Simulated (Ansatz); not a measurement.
Run report: SiH₄SOF₂, geometry relaxation (part 3 of 3)

The same run, continued: SiH₄SOF₂; RKS PBE0-D4/def2-TZVP (Ansatz 0.2.0). The geometry is a transition state displaced along its imaginary mode. The reaction was set up to form Si1–O7 and S2–H6 and to break Si1–S2 and H6–O7 (atoms counted from 1 in the order of the input); sticks are drawn by distance alone.

Geometry of the input (Å):
```
Si -0.0438  0.7832  0.0030
S  1.3888  -0.6499  1.1393
F  -1.2422  1.4189  -0.9595
F  1.1600  1.4698  -0.7186
H  -0.6661  1.2462  1.2603
H  0.1387  -1.3377  -0.4296
O  -0.4796  -0.9078  -0.7215
H  0.4872  -1.0702  2.0983
H  -0.7427  -0.9525  -1.6718
```

**Trajectory as extended XYZ, continued**
```
9
Properties=species:S:1:pos:R:3:forces:R:3 step=29 energy=-26253.23843
Si   -0.0823    0.8947    0.5020   -0.2613  -0.4357   0.0264
S     0.3869   -0.8971    1.5035   -0.0402   0.0614  -0.0172
F    -1.5622    0.8633   -0.0716    0.0722   0.1330   0.0018
F     0.8589    1.1234   -0.7516    0.1243   0.1538  -0.1214
H     0.0438    2.0379    1.4136    0.0182   0.1212   0.0072
H     0.6188   -1.6135   -1.6544    0.0429   0.0038  -0.0589
O    -0.3074   -1.4399   -1.4727   -0.0489   0.0894  -0.0022
H     0.6081   -0.2093    2.6352    0.0689  -0.0219   0.0954
H    -0.5644   -0.7595   -2.1039    0.0240  -0.1049   0.0688
9
Properties=species:S:1:pos:R:3:forces:R:3 step=30 energy=-26253.12170 accepted=F
Si   -0.0939    0.8654    0.4938   -0.1131  -0.1286  -0.0704
S     0.2865   -0.9202    1.5446    0.1913   0.3817   0.5053
F    -1.5676    0.9256   -0.0993    0.1088  -0.0447   0.0015
F     0.8849    1.1031   -0.7336    0.0846   0.0909  -0.0118
H     0.0668    2.0138    1.3951    0.0074   0.0881   0.0633
H     0.6944   -1.5023   -1.7409   -1.2718   0.1904   0.5564
O    -0.2215   -1.3866   -1.3789   -0.0856   1.1176  -2.6093
H     0.6581   -0.2074    2.6573   -0.1933  -0.3596  -0.5294
H    -0.7074   -0.8915   -2.1380    1.2716  -1.3359   2.0945
9
Properties=species:S:1:pos:R:3:forces:R:3 step=31 energy=-26253.25701
Si   -0.0911    0.8733    0.4834    0.0182   0.0122   0.0843
S     0.3417   -0.9104    1.5128   -0.0280  -0.0199  -0.0156
F    -1.5531    0.8977   -0.1309    0.0124  -0.0332  -0.0284
F     0.8916    1.1395   -0.7381    0.0122  -0.0102  -0.0087
H     0.0310    2.0203    1.4009   -0.0059   0.0130  -0.0125
H     0.6456   -1.5446   -1.6819   -0.0860   0.0119   0.0106
O    -0.2756   -1.4371   -1.4243    0.0655   0.1254  -0.0709
H     0.6472   -0.2323    2.6347    0.0020   0.0109  -0.0297
H    -0.6371   -0.8064   -2.0565    0.0095  -0.1101   0.0710
9
Properties=species:S:1:pos:R:3:forces:R:3 step=32 energy=-26253.26616
Si   -0.0805    0.8601    0.4742    0.0532  -0.0037   0.0714
S     0.3234   -0.9216    1.5202   -0.0126   0.0272   0.0095
F    -1.5251    0.8838   -0.1787   -0.0529  -0.0092  -0.0173
F     0.9325    1.1269   -0.7222    0.0389   0.0084   0.0003
H     0.0179    2.0132    1.3904   -0.0071  -0.0215  -0.0281
H     0.6542   -1.4536   -1.7007   -0.0651   0.0109  -0.0038
O    -0.2551   -1.4138   -1.3891    0.0406   0.0636  -0.0505
H     0.6492   -0.2356    2.6325   -0.0106  -0.0068  -0.0354
H    -0.7164   -0.8595   -2.0265    0.0156  -0.0690   0.0538
9
Properties=species:S:1:pos:R:3:forces:R:3 step=33 energy=-26253.25593 accepted=F
Si   -0.0633    0.8523    0.4710    0.1142   0.0095  -0.0300
S     0.3102   -0.9251    1.5349   -0.0076   0.0186  -0.0325
F    -1.4872    0.8753   -0.2294   -0.0710   0.0021   0.0097
F     0.9889    1.1287   -0.6912    0.0092   0.0149   0.0604
H     0.0012    2.0099    1.3875   -0.0124  -0.0515  -0.0374
H     0.6563   -1.3819   -1.8038   -0.6325   0.0272   0.3225
O    -0.2044   -1.3862   -1.3453   -0.1054   0.4812  -1.0476
H     0.6241   -0.2314    2.6430   -0.0095   0.0180   0.0321
H    -0.8255   -0.9417   -1.9668    0.7150  -0.5199   0.7227
9
Properties=species:S:1:pos:R:3:forces:R:3 step=34 energy=-26253.27166
Si   -0.0672    0.8601    0.4749    0.0239  -0.0019   0.0277
S     0.3289   -0.9190    1.5256   -0.0106   0.0077   0.0080
F    -1.5034    0.8759   -0.2007   -0.0198   0.0015  -0.0050
F     0.9659    1.1364   -0.7019    0.0241   0.0055   0.0019
H     0.0067    2.0133    1.3929   -0.0075  -0.0187  -0.0221
H     0.6477   -1.4276   -1.7605   -0.0616   0.0141   0.0111
O    -0.2340   -1.4067   -1.3764    0.0326   0.0521  -0.0687
H     0.6255   -0.2300    2.6433   -0.0047  -0.0016  -0.0154
H    -0.7697   -0.9025   -1.9971    0.0237  -0.0588   0.0625
9
Properties=species:S:1:pos:R:3:forces:R:3 step=35 energy=-26253.27507
Si   -0.0590    0.8575    0.4719    0.0183  -0.0090  -0.0034
S     0.3208   -0.9202    1.5295   -0.0020  -0.0034   0.0029
F    -1.4886    0.8773   -0.2205    0.0000  -0.0032   0.0004
F     0.9909    1.1354   -0.6898    0.0125   0.0102   0.0092
H     0.0025    2.0097    1.3908   -0.0043  -0.0048  -0.0132
H     0.6469   -1.3860   -1.8083   -0.1571   0.0194   0.0709
O    -0.2072   -1.3987   -1.3613   -0.0086   0.1186  -0.2350
H     0.6102   -0.2287    2.6470   -0.0089   0.0042   0.0013
H    -0.8162   -0.9463   -1.9592    0.1502  -0.1321   0.1668
9
Properties=species:S:1:pos:R:3:forces:R:3 step=36 energy=-26253.27781
Si   -0.0423    0.8529    0.4681    0.0183   0.0009  -0.0218
S     0.3179   -0.9217    1.5378    0.0044   0.0024   0.0001
F    -1.4592    0.8723   -0.2512   -0.0086   0.0064   0.0112
F     1.0300    1.1348   -0.6731   -0.0052  -0.0185   0.0202
H    -0.0009    2.0066    1.3857   -0.0031  -0.0014  -0.0070
H     0.6364   -1.2957   -1.8599   -0.3256  -0.0189   0.1698
O    -0.1831   -1.4011   -1.3556    0.0332   0.1838  -0.4002
H     0.5814   -0.2265    2.6598   -0.0123   0.0014  -0.0090
H    -0.8801   -1.0216   -1.9115    0.2988  -0.1561   0.2368
9
Properties=species:S:1:pos:R:3:forces:R:3 step=37 energy=-26253.27678 accepted=F
Si   -0.0242    0.8142    0.4385    0.0407   0.1450   0.1894
S     0.3217   -0.9364    1.5439    0.0014  -0.1274  -0.1028
F    -1.4401    0.8690   -0.2747   -0.1293  -0.0957  -0.1490
F     1.0683    1.1232   -0.6702    0.0715  -0.0789  -0.1550
H     0.0015    1.9676    1.3470    0.0197   0.0857   0.1205
H     0.6070   -1.1868   -1.9148    0.0630   0.0658  -0.1473
O    -0.1338   -1.3710   -1.3368    0.0382  -0.1116   0.2914
H     0.5206   -0.2131    2.6556    0.0079   0.0515   0.1102
H    -0.9209   -1.0669   -1.7885   -0.1131   0.0657  -0.1576
9
Properties=species:S:1:pos:R:3:forces:R:3 step=38 energy=-26253.28272
Si   -0.0350    0.8447    0.4641    0.0305  -0.0287  -0.0269
S     0.3182   -0.9259    1.5415    0.0037   0.0123   0.0112
F    -1.4523    0.8656   -0.2545   -0.0253   0.0104  -0.0115
F     1.0442    1.1129   -0.6726    0.0082   0.0227  -0.0036
H     0.0054    2.0071    1.3697    0.0022  -0.0017   0.0145
H     0.6235   -1.2440   -1.9006   -0.0928   0.0122   0.0435
O    -0.1541   -1.3851   -1.3514   -0.0228   0.0174  -0.1047
H     0.5500   -0.2239    2.6657   -0.0084  -0.0038   0.0155
H    -0.8997   -1.0515   -1.8619    0.1047  -0.0406   0.0619
9
Properties=species:S:1:pos:R:3:forces:R:3 step=39 energy=-26253.28566
Si   -0.0213    0.8444    0.4599   -0.0143  -0.0202  -0.0065
S     0.3256   -0.9248    1.5413   -0.0010   0.0024  -0.0042
F    -1.4379    0.8688   -0.2641    0.0293  -0.0013  -0.0006
F     1.0612    1.1099   -0.6749   -0.0095  -0.0018  -0.0054
H     0.0172    2.0049    1.3674    0.0019   0.0106   0.0073
H     0.6023   -1.1691   -1.9332   -0.0091   0.0081  -0.0002
O    -0.1312   -1.4069   -1.3599    0.0089   0.0020  -0.0013
H     0.5065   -0.2250    2.6762   -0.0032   0.0026   0.0079
H    -0.9221   -1.1024   -1.8126   -0.0029  -0.0025   0.0029
9
Properties=species:S:1:pos:R:3:forces:R:3 step=40 energy=-26253.28480 accepted=F
Si   -0.0214    0.8400    0.4611    0.1215   0.1747   0.0709
S     0.3262   -0.9242    1.5412    0.0081  -0.0733   0.0266
F    -1.4290    0.8676   -0.2686   -0.1590  -0.0131  -0.0553
F     1.0570    1.1083   -0.6766    0.0369  -0.0094  -0.0054
H     0.0177    2.0091    1.3683   -0.0026  -0.0934  -0.0511
H     0.5996   -1.1614   -1.9355    0.0122   0.0161  -0.0161
O    -0.1291   -1.4085   -1.3607   -0.0028  -0.0148   0.0220
H     0.5031   -0.2264    2.6775   -0.0027   0.0117   0.0122
H    -0.9240   -1.1045   -1.8064   -0.0116   0.0014  -0.0038
9
Properties=species:S:1:pos:R:3:forces:R:3 step=41 energy=-26253.28580
Si   -0.0207    0.8434    0.4598    0.0025  -0.0004   0.0020
S     0.3259   -0.9248    1.5421    0.0007  -0.0026   0.0017
F    -1.4359    0.8678   -0.2655    0.0036  -0.0009  -0.0051
F     1.0610    1.1087   -0.6757   -0.0020  -0.0016  -0.0027
H     0.0178    2.0050    1.3672    0.0012  -0.0014  -0.0016
H     0.6010   -1.1646   -1.9347   -0.0058   0.0085  -0.0016
O    -0.1301   -1.4068   -1.3601    0.0053   0.0001  -0.0010
H     0.5046   -0.2248    2.6774   -0.0036   0.0012   0.0038
H    -0.9233   -1.1041   -1.8103   -0.0019  -0.0029   0.0043
9
Properties=species:S:1:pos:R:3:forces:R:3 step=42 energy=-26253.28626
Si   -0.0122    0.8395    0.4565   -0.0053  -0.0017   0.0057
S     0.3284   -0.9260    1.5445    0.0004   0.0058   0.0086
F    -1.4247    0.8655   -0.2746    0.0037  -0.0021  -0.0014
F     1.0728    1.1000   -0.6770    0.0025  -0.0027  -0.0057
H     0.0246    2.0027    1.3617    0.0011   0.0031  -0.0018
H     0.5848   -1.1091   -1.9563   -0.1477  -0.0544   0.1104
O    -0.1128   -1.4128   -1.3634    0.0673   0.0858  -0.1435
H     0.4778   -0.2233    2.6830   -0.0023  -0.0078  -0.0055
H    -0.9385   -1.1367   -1.7743    0.0803  -0.0260   0.0332
9
Properties=species:S:1:pos:R:3:forces:R:3 step=43 energy=-26253.28685
Si   -0.0094    0.8399    0.4555    0.0044   0.0005   0.0076
S     0.3278   -0.9252    1.5456    0.0013  -0.0054   0.0038
F    -1.4203    0.8660   -0.2788    0.0021   0.0003   0.0019
F     1.0782    1.0990   -0.6761   -0.0021  -0.0038  -0.0004
H     0.0271    2.0036    1.3600   -0.0020   0.0024  -0.0040
H     0.5741   -1.0917   -1.9666   -0.0464  -0.0204   0.0416
O    -0.1049   -1.4104   -1.3640    0.0206   0.0360  -0.0566
H     0.4695   -0.2264    2.6874   -0.0041   0.0020  -0.0099
H    -0.9418   -1.1550   -1.7628    0.0262  -0.0116   0.0159
9
Properties=species:S:1:pos:R:3:forces:R:3 step=44 energy=-26253.28704
Si   -0.0068    0.8387    0.4552    0.0001  -0.0034  -0.0034
S     0.3284   -0.9264    1.5459    0.0002   0.0028   0.0014
F    -1.4181    0.8666   -0.2782    0.0003   0.0005   0.0011
F     1.0806    1.0949   -0.6773    0.0004   0.0005   0.0014
H     0.0310    2.0041    1.3576    0.0007  -0.0005   0.0002
H     0.5679   -1.0753   -1.9716   -0.0018   0.0027  -0.0028
O    -0.0988   -1.4078   -1.3648    0.0008  -0.0019   0.0041
H     0.4600   -0.2260    2.6876   -0.0012  -0.0006  -0.0007
H    -0.9440   -1.1689   -1.7544    0.0004  -0.0002  -0.0013
9
Properties=species:S:1:pos:R:3:forces:R:3 step=45 energy=-26253.28708
Si   -0.0040    0.8379    0.4541   -0.0031   0.0048   0.0008
S     0.3295   -0.9263    1.5466   -0.0001  -0.0031  -0.0007
F    -1.4153    0.8676   -0.2794    0.0013  -0.0017   0.0005
F     1.0840    1.0935   -0.6779    0.0005  -0.0029   0.0001
H     0.0344    2.0034    1.3562    0.0006   0.0005   0.0005
H     0.5612   -1.0593   -1.9771   -0.0052   0.0013  -0.0035
O    -0.0935   -1.4070   -1.3657   -0.0012  -0.0009   0.0055
H     0.4510   -0.2263    2.6896   -0.0001   0.0012  -0.0017
H    -0.9470   -1.1834   -1.7464    0.0074   0.0008  -0.0015
9
Properties=species:S:1:pos:R:3:forces:R:3 step=46 energy=-26253.28708 accepted=F
Si   -0.0034    0.8377    0.4542    0.0046  -0.0011  -0.0060
S     0.3285   -0.9267    1.5468    0.0001   0.0011   0.0016
F    -1.4142    0.8681   -0.2802   -0.0006  -0.0007   0.0009
F     1.0857    1.0916   -0.6772   -0.0003   0.0036   0.0021
H     0.0356    2.0033    1.3561   -0.0005   0.0003   0.0001
H     0.5573   -1.0537   -1.9842   -0.0121  -0.0031   0.0087
O    -0.0890   -1.4050   -1.3655   -0.0016   0.0029  -0.0087
H     0.4472   -0.2258    2.6896   -0.0006  -0.0018   0.0008
H    -0.9477   -1.1897   -1.7396    0.0111  -0.0013   0.0004
9
Properties=species:S:1:pos:R:3:forces:R:3 step=47 energy=-26253.28709
Si   -0.0035    0.8379    0.4541   -0.0004  -0.0007  -0.0021
S     0.3292   -0.9266    1.5464   -0.0001   0.0005   0.0007
F    -1.4144    0.8675   -0.2800    0.0001   0.0009   0.0010
F     1.0852    1.0930   -0.6774    0.0001   0.0000   0.0006
H     0.0349    2.0034    1.3563   -0.0002   0.0001   0.0000
H     0.5589   -1.0561   -1.9799   -0.0028   0.0002  -0.0004
O    -0.0916   -1.4059   -1.3651    0.0003  -0.0009   0.0005
H     0.4490   -0.2262    2.6894    0.0002  -0.0005   0.0002
H    -0.9475   -1.1871   -1.7435    0.0030   0.0004  -0.0004
```

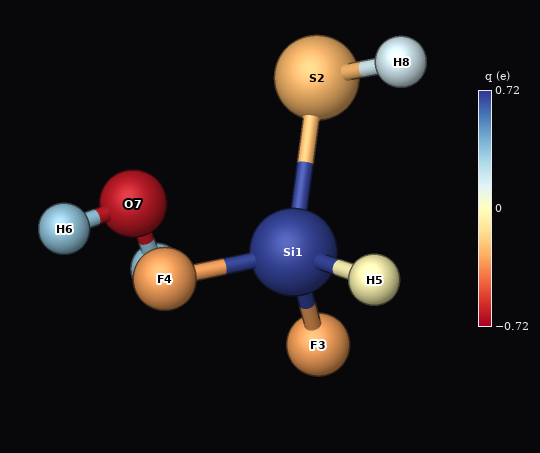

Fig. 1: Mulliken charges, as the colour of each atom (ball-and-stick view, seen at a tilt; atoms are numbered from 1 in the order of the input). By element: Si +0.68, S −0.25, F −0.30, H −0.04 to +0.34 and O −0.64 e.
